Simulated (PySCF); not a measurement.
**C$_{7}$H$_{13}$FO$_{2}$: density, localisation and related maps**

```yaml
atoms:
  - { symbol: C, position_ang: [3.1189, -0.2473, -0.3951] }
  - { symbol: O, position_ang: [1.8572, -0.8251, -0.1413] }
  - { symbol: C, position_ang: [0.9928, -0.0073, 0.5978] }
  - { symbol: C, position_ang: [-0.2130, -0.8496, 1.0248] }
  - { symbol: C, position_ang: [-1.1039, -1.1640, -0.1754] }
  - { symbol: C, position_ang: [-1.4402, 0.1081, -0.9634] }
  - { symbol: C, position_ang: [-2.3864, 1.0313, -0.1996] }
  - { symbol: F, position_ang: [-3.5802, 0.3971, 0.0523] }
  - { symbol: C, position_ang: [-0.1353, 0.8422, -1.2834] }
  - { symbol: O, position_ang: [0.6058, 1.1435, -0.1154] }
  - { symbol: H, position_ang: [3.0224, 0.6996, -0.9348] }
  - { symbol: H, position_ang: [3.6575, -0.0671, 0.5426] }
  - { symbol: H, position_ang: [3.6665, -0.9653, -1.0019] }
  - { symbol: H, position_ang: [1.5167, 0.3933, 1.4834] }
  - { symbol: H, position_ang: [-0.7681, -0.2971, 1.7828] }
  - { symbol: H, position_ang: [0.1555, -1.7734, 1.4690] }
  - { symbol: H, position_ang: [-0.5708, -1.8503, -0.8353] }
  - { symbol: H, position_ang: [-2.0232, -1.6471, 0.1592] }
  - { symbol: H, position_ang: [-1.9269, -0.1714, -1.9034] }
  - { symbol: H, position_ang: [-1.9718, 1.3290, 0.7667] }
  - { symbol: H, position_ang: [-2.6237, 1.9229, -0.7897] }
  - { symbol: H, position_ang: [0.4687, 0.2183, -1.9548] }
  - { symbol: H, position_ang: [-0.3234, 1.8068, -1.7603] }
```

Geometry: GFN2-xTB.

All numbers below come from PBE0/pcSseg-1, SCF density, gas phase, non-relativistic in PySCF 2.14.0.

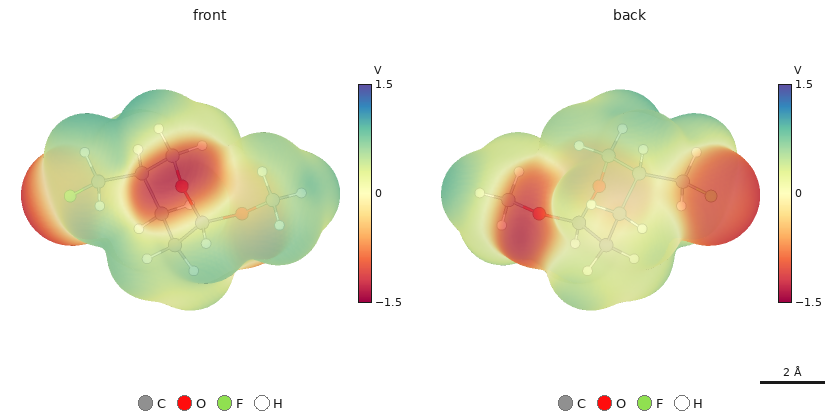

Figure 1. The electrostatic potential painted on the density surface at 0.002 e/bohr³, seen from the front and from behind; red is negative and blue positive.

### Which sites attract a positive test charge, and which a negative one?

A positive charge is drawn to the negative regions and a negative charge to the positive ones. The most negative region (about −1.3 V) lies over O2 and O10, the most positive (about +0.8 V) over H13, H21 and H23.

### How polar is the molecule by this calculation?

Its dipole moment is 1.88 D.

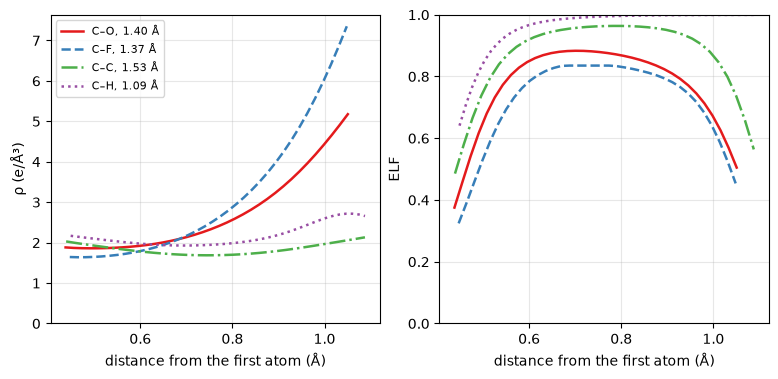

Figure 2. Total electron density and ELF along straight lines between neighbouring atoms. The curves leave out the atomic cores.

### What can be read from the curves?

C–O (1.40 Å): ρ at the midpoint is about 2.1 e/Å³, with its minimum of 1.9 e/Å³ about 0.5 Å from C; the ELF peaks at about 0.90 between the atoms (a shared but strongly polarised pair).
C–F (1.37 Å): the density is about 2.1 e/Å³ at the midpoint, with its minimum of 1.6 e/Å³ about 0.5 Å from C; the ELF peaks at about 0.85 between the atoms: a polar covalent bond.
C–C (1.53 Å): ρ is about 1.7 e/Å³ halfway; the ELF peaks at about 0.95 between the atoms; a shared electron pair.
C–H (1.09 Å): ρ at the midpoint is about 2 e/Å³; the ELF climbs to about 1 towards the hydrogen, as it does in any bond to H; an ordinary covalent bond to hydrogen.
